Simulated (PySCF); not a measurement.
## GeSiNH$_{6}$O$_{2}$: geometry relaxation (part 2 of 2)

The same run, continued: GeSiNH$_{6}$O$_{2}$, multiplicity 2; PBE0-D3(BJ)/def2-SVP geometry optimisation, gas phase (PySCF 2.14.0). 

Trajectory as extended XYZ, continued:
```
11
Properties=species:S:1:pos:R:3:forces:R:3 step=14 energy=-70046.95154
Ge    1.1753    0.2605    0.3817    0.0165   0.1111   0.0280
N    -0.2720   -0.2338   -0.5748   -0.0428  -0.0211  -0.0162
Si   -1.9328   -0.2951   -0.0531    0.0360  -0.0016  -0.0208
O     2.5315   -0.3680   -0.5647   -0.0084   0.0263   0.0367
O     1.3795    2.0469    0.5424   -0.0215  -0.0993  -0.0129
H     1.1137   -0.1731    1.8541    0.0209  -0.0072  -0.0062
H    -0.0524   -0.4733   -1.5385    0.0217  -0.0016   0.0019
H    -2.8067    0.6211   -0.8471   -0.0108   0.0116   0.0110
H    -1.9373    0.1226    1.3800   -0.0078   0.0020   0.0039
H    -2.5026   -1.6739   -0.1665   -0.0012   0.0011  -0.0011
H     3.3366    0.1375   -0.4031   -0.0024  -0.0213  -0.0242
11
Properties=species:S:1:pos:R:3:forces:R:3 step=15 energy=-70046.95273
Ge    1.1738    0.2711    0.3811    0.0039   0.0592   0.0169
N    -0.2705   -0.2354   -0.5746   -0.0363  -0.0327  -0.0104
Si   -1.9307   -0.2982   -0.0533    0.0192   0.0002  -0.0145
O     2.5311   -0.3658   -0.5570   -0.0039   0.0124   0.0143
O     1.3598    2.0589    0.5205   -0.0066  -0.0546   0.0014
H     1.1182   -0.1551    1.8557    0.0132   0.0034  -0.0023
H    -0.0470   -0.4916   -1.5330    0.0221   0.0060   0.0018
H    -2.8055    0.6442   -0.8157   -0.0058   0.0099   0.0073
H    -1.9307    0.0806    1.3908   -0.0054   0.0035   0.0026
H    -2.5064   -1.6707   -0.2051    0.0009   0.0008  -0.0015
H     3.3406    0.1334   -0.3992   -0.0015  -0.0081  -0.0157
11
Properties=species:S:1:pos:R:3:forces:R:3 step=16 energy=-70046.95344
Ge    1.1750    0.2716    0.3872   -0.0068  -0.0014   0.0044
N    -0.2686   -0.2404   -0.5678   -0.0138  -0.0357  -0.0012
Si   -1.9315   -0.2954   -0.0564    0.0000   0.0099  -0.0020
O     2.5284   -0.3578   -0.5605   -0.0021  -0.0051  -0.0088
O     1.3400    2.0582    0.5281    0.0039   0.0076   0.0083
H     1.1387   -0.1622    1.8600    0.0036   0.0058   0.0025
H    -0.0366   -0.5136   -1.5195    0.0135   0.0088  -0.0019
H    -2.7999    0.6582   -0.8127    0.0004   0.0043   0.0015
H    -1.9392    0.0745    1.3903    0.0012  -0.0004   0.0006
H    -2.5128   -1.6639   -0.2217    0.0004   0.0001  -0.0022
H     3.3393    0.1424   -0.4168   -0.0005   0.0060  -0.0014
11
Properties=species:S:1:pos:R:3:forces:R:3 step=17 energy=-70046.95376
Ge    1.1745    0.2709    0.3911   -0.0069  -0.0161  -0.0123
N    -0.2674   -0.2469   -0.5643    0.0029  -0.0323   0.0103
Si   -1.9316   -0.2950   -0.0581   -0.0100   0.0150  -0.0002
O     2.5256   -0.3553   -0.5621    0.0015  -0.0097  -0.0097
O     1.3328    2.0574    0.5295    0.0055   0.0274   0.0105
H     1.1468   -0.1601    1.8648   -0.0022   0.0006   0.0004
H    -0.0296   -0.5231   -1.5138    0.0029   0.0077  -0.0002
H    -2.7938    0.6710   -0.8063    0.0023   0.0005  -0.0008
H    -1.9405    0.0639    1.3914    0.0026  -0.0023   0.0009
H    -2.5204   -1.6585   -0.2364    0.0008  -0.0003  -0.0027
H     3.3362    0.1472   -0.4256    0.0006   0.0094   0.0037
11
Properties=species:S:1:pos:R:3:forces:R:3 step=18 energy=-70046.95408
Ge    1.1749    0.2663    0.3948   -0.0018  -0.0178  -0.0160
N    -0.2661   -0.2576   -0.5591    0.0185  -0.0237   0.0166
Si   -1.9325   -0.2923   -0.0600   -0.0138   0.0180   0.0018
O     2.5242   -0.3499   -0.5676    0.0029  -0.0076  -0.0060
O     1.3249    2.0527    0.5406    0.0018   0.0306   0.0049
H     1.1578   -0.1671    1.8681   -0.0038  -0.0062  -0.0007
H    -0.0229   -0.5367   -1.5064   -0.0088   0.0055  -0.0024
H    -2.7844    0.6825   -0.8087    0.0024  -0.0019  -0.0017
H    -1.9438    0.0648    1.3900    0.0027  -0.0040   0.0004
H    -2.5312   -1.6508   -0.2430    0.0008  -0.0007  -0.0029
H     3.3317    0.1596   -0.4385   -0.0008   0.0078   0.0060
11
Properties=species:S:1:pos:R:3:forces:R:3 step=19 energy=-70046.95452
Ge    1.1764    0.2572    0.3991   -0.0016  -0.0034  -0.0168
N    -0.2637   -0.2771   -0.5505    0.0281  -0.0148   0.0224
Si   -1.9332   -0.2873   -0.0605   -0.0107   0.0160  -0.0021
O     2.5246   -0.3412   -0.5765    0.0064   0.0022   0.0012
O     1.3060    2.0451    0.5527    0.0023   0.0154  -0.0005
H     1.1769   -0.1817    1.8709   -0.0053  -0.0107  -0.0035
H    -0.0167   -0.5573   -1.4966   -0.0196   0.0015  -0.0038
H    -2.7670    0.7015   -0.8113    0.0001  -0.0027  -0.0010
H    -1.9464    0.0673    1.3900    0.0021  -0.0045   0.0008
H    -2.5494   -1.6368   -0.2502   -0.0005  -0.0011  -0.0022
H     3.3251    0.1818   -0.4568   -0.0011   0.0022   0.0053
11
Properties=species:S:1:pos:R:3:forces:R:3 step=20 energy=-70046.95493
Ge    1.1766    0.2530    0.3987    0.0022   0.0097  -0.0118
N    -0.2618   -0.2961   -0.5451    0.0268  -0.0057   0.0164
Si   -1.9327   -0.2853   -0.0594   -0.0059   0.0077  -0.0028
O     2.5276   -0.3353   -0.5795    0.0058   0.0117   0.0070
O     1.2917    2.0431    0.5504    0.0014  -0.0063  -0.0032
H     1.1849   -0.1835    1.8712   -0.0048  -0.0098  -0.0039
H    -0.0154   -0.5736   -1.4921   -0.0222  -0.0009  -0.0034
H    -2.7511    0.7247   -0.7988   -0.0010  -0.0006   0.0002
H    -1.9422    0.0508    1.3955   -0.0021  -0.0016   0.0015
H    -2.5672   -1.6234   -0.2682    0.0007  -0.0010  -0.0019
H     3.3223    0.1971   -0.4624   -0.0012  -0.0031   0.0019
11
Properties=species:S:1:pos:R:3:forces:R:3 step=21 energy=-70046.95527
Ge    1.1780    0.2474    0.3970    0.0030   0.0135   0.0042
N    -0.2603   -0.3133   -0.5402    0.0151   0.0027   0.0060
Si   -1.9323   -0.2819   -0.0576    0.0004  -0.0016  -0.0027
O     2.5330   -0.3268   -0.5838    0.0005   0.0144   0.0054
O     1.2781    2.0386    0.5527   -0.0004  -0.0199  -0.0075
H     1.1928   -0.1940    1.8680   -0.0017  -0.0045  -0.0026
H    -0.0191   -0.5896   -1.4889   -0.0129  -0.0009  -0.0034
H    -2.7370    0.7411   -0.7940   -0.0015   0.0023   0.0013
H    -1.9407    0.0466    1.3990   -0.0024   0.0005   0.0009
H    -2.5816   -1.6113   -0.2752    0.0007  -0.0010  -0.0011
H     3.3217    0.2146   -0.4667   -0.0007  -0.0055  -0.0004
```

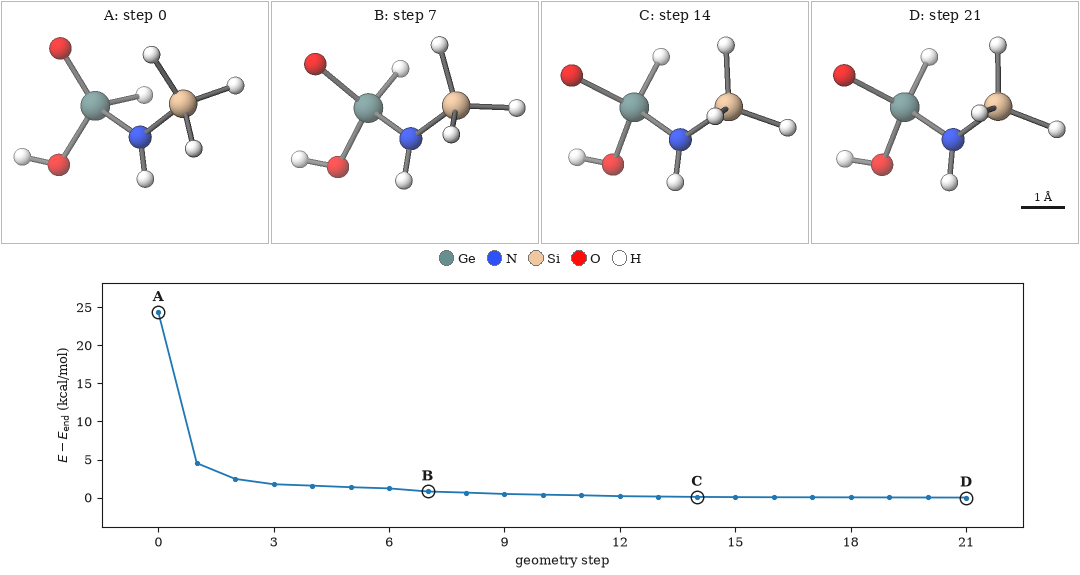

Figure 1. Frames of the relaxation (ball-and-stick view, seen at a tilt) above the curves, on which the letters mark them (steps are counted from 0).

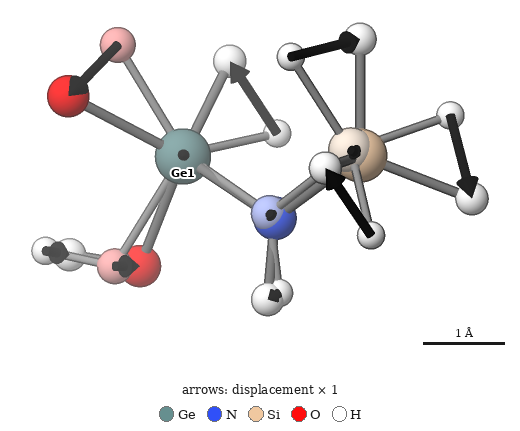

Figure 2. Start (faint) and end (solid) with the displacements as black arrows, at true length (ball-and-stick view, seen at a tilt). The two geometries are laid on each other by the best rigid fit. Over 21 geometry steps the energy falls by 24.4 kcal/mol. Largest force component: 4.4 eV/Å at the start, 0.02 eV/Å at the end. H9 moves most after the best rigid fit: 1.34 Å. By element the largest moves are H 1.34 Å, O 1.09 Å, Si 0.19 Å, N 0.13 Å, Ge 0.11 Å. Among the contacts that change: Ge1–O5 1.614 → 1.801 Å, Ge1–N2 1.874 → 1.806 Å, Si3–H8 1.446 → 1.495 Å, O4–H11 0.921 → 0.964 Å. Among the angles that change: N2–Ge1–H6 94.5° → 114.6°, N2–Si3–H8 102.3° → 113.1°, O4–Ge1–O5 118.5° → 109.2°. (Atoms are counted from 1 in the order of the input.)

This output came from the following input.

The input:
```
{"job": {"xc": "PBE0", "basis": "def2-SVP", "d3": "d3bj", "grid": 2, "kind": "geom", "shake": 0.01}, "charge": 0, "multiplicity": 2}
Ge     1.250589     0.190307     0.449329
N     -0.303398    -0.200664    -0.522923
Si    -1.977894    -0.080778    -0.045437
O      2.515055     0.015460    -0.757688
O      1.298097     1.466073     1.436241
H      1.218044    -1.095656     1.246835
H     -0.084718    -0.732947    -1.350364
H     -2.666112    -0.172564    -1.313745
H     -2.129638     1.189937     0.686687
H     -2.288718    -1.228708     0.833804
H      3.201380     0.621039    -0.652439
```

The first line tells a small driver script what to run in PySCF; the rest is the geometry in Å.

Launched with:
```bash
OMP_NUM_THREADS=1 python <driver script> task.json out
```

Summary:

| quantity | value |
| --- | --- |
| outcome | converged |
| total energy | −2574.178148 hartree |
| ⟨S²⟩ | 0.753 |
| dipole moment | 1.03 D |
| point group | C1 |
| hardware | 1 CPU thread, shared host |
| wall time | 7.2 min |
| peak memory | 0.63 GiB |
